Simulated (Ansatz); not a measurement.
# RPA@PBE/STO-3G run of AlHO2 (SMILES [O]=[Al][OH])

Aim: the vertical ionisation energy of AlHO2 at RPA@PBE/STO-3G, from 2 runs. 

Program for the calculation: Ansatz 0.2.0.

62 further runs of the same task are left out: 8 that didn't finish, 54 set aside as unsound or not needed.

## (1) Starting point

AlHO2 has 4 atoms, charge 0, and is taken as a singlet. SMILES: `[O]=[Al][OH]`. Geometry: a GFN2-xTB relaxation, a rough one for these elements and not checked as a minimum.

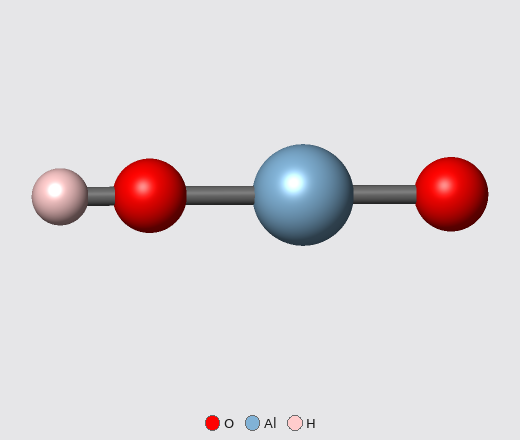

Viewed from a chosen angle; oxygen red, aluminium light blue, hydrogen pink.

## (2) A single-point energy at RPA@PBE/STO-3G

The input, molecule.yaml:

```yaml
basis:
  gaussian:
    orbitals: STO-3G
crystal:
  periodic: [false, false, false]
  atoms:
    - {symbol: O, position_ang: [-1.605830, -1.403740, -0.651200]}
    - {symbol: Al, position_ang: [-0.474020, -0.415070, -0.191330]}
    - {symbol: O, position_ang: [0.698750, 0.609040, 0.285100]}
    - {symbol: H, position_ang: [1.381100, 1.209770, 0.557430]}
hamiltonian:
  xc: pbe
correlation:
  method: rpa
  frozen_orbitals: {Al: 5, H: 0, O: 1}
accuracy: high
```

The run is started by

```console
$ ansatz run molecule.yaml --threads 1 --pin off --max-ram 2610MiB --events-out events.jsonl --progress --plain --runs-dir runs
```

Output:

```text
Warning: RAYON_NUM_THREADS=1 ignored (pool sized by the plan → 1); use --threads N
Functional definition: PBE
  name "PBE"
  parameter kappa = 0.804
  parameter beta = 0.06672455060314922
  exchange = pbe_x(kappa = kappa, mu = beta*pi^2/3)
  correlation = pbe_c(beta = beta)
342 factors; integrals over basis functions are off by at most 1.7e-8 eV
mean field evaluation 1: about -10550.6404 eV, gradient 4.7e1 eV
mean field evaluation 2: about -10550.6184 eV, gradient 4.7e1 eV
mean field evaluation 4: about -10545.9501 eV, gradient 7.9e1 eV
mean field evaluation 8: about -10560.2285 eV, gradient 5.7e0 eV
mean field evaluation 16: about -10560.3214 eV, gradient 4.4e-5 eV
mean field evaluation 32: about -10488.6868 eV, gradient 6.7e1 eV
mean field -10560.32137734 eV, -388.0846525745 hartree, gradient 6.5e-9 eV, S^2 0.000000; 0 other end points of the search recorded, 0 dependent functions left out
7 core orbitals not correlated: weight in the atoms' cores, before any rotation towards them, 0.999 or more for the frozen orbitals, at most 0.000 for the correlated occupied ones
reference -10534.71633654 eV, -387.1436846807 hartree; 8, 8 occupied and 5, 5 virtual orbitals, 342 factors
Total energy: -10542.08937610 eV, -387.4146388870 hartree
```

Wall time 0.85 s (1 thread of Intel Xeon 6975P-C (Granite Rapids), shared host); peak memory 0.11 GiB.

## (3) The doublet cation at the same level

The input, job.yaml:

```yaml
crystal:
  periodic: [false, false, false]
  atoms:
    - {symbol: O, position_ang: [-1.605830, -1.403740, -0.651200]}
    - {symbol: Al, position_ang: [-0.474020, -0.415070, -0.191330]}
    - {symbol: O, position_ang: [0.698750, 0.609040, 0.285100]}
    - {symbol: H, position_ang: [1.381100, 1.209770, 0.557430]}
basis:
  gaussian: {orbitals: STO-3G}
total_charge: 1
magnetization: {spin_polarized: true, initial_magnetization: 1}
hamiltonian: {xc: {name: PBE}}
correlation: {method: rpa, frozen_orbitals: {Al: 5, H: 0, O: 1}}
accuracy: high
```

The run is started by

```console
$ ansatz run job.yaml --threads 1 --pin off --max-ram 2610MiB --events-out events.jsonl --progress --plain --runs-dir runs
```

Output, shortened:

```text
Warning: RAYON_NUM_THREADS=1 ignored (pool sized by the plan → 1); use --threads N
[... 2 set-up lines as earlier in the session ...]
[...]
342 factors; integrals over basis functions are off by at most 1.7e-8 eV
[...]
mean field -10555.15179523 eV, -387.8946739358 hartree, gradient 1.2e-10 eV, S^2 0.759022; 6 other end points of the search recorded, 0 dependent functions left out
7 core orbitals not correlated: weight in the atoms' cores, before any rotation towards them, 0.999 or more for the frozen orbitals, at most 0.000 for the correlated occupied ones
reference -10531.11199561 eV, -387.0112275946 hartree; 8, 7 occupied and 5, 6 virtual orbitals, 342 factors
Total energy: -10538.35591367 eV, -387.2774366733 hartree
```

Run time: 47 s. Hardware: 1 thread of Intel Xeon 6975P-C (Granite Rapids), shared host; peak memory 0.14 GiB.

## (4) What came out

At RPA@PBE/STO-3G, 7 core orbitals frozen:

```
                                          quantity          value
                       singlet AlHO2: total energy  -387.41464 Eh
   singlet AlHO2: RPA correlation energy (valence)     -271.0 mEh
                      doublet cation: total energy  -387.27744 Eh
  doublet cation: RPA correlation energy (valence)     -266.2 mEh
 doublet cation: ⟨S²⟩ of the reference determinant          0.759
vertical ionisation energy (to the doublet cation)       3.733 eV
```

Removing an electron at fixed nuclei costs 3.73 eV (86 kcal/mol). In a minimal basis such a difference can be off by several eV, whatever the method.
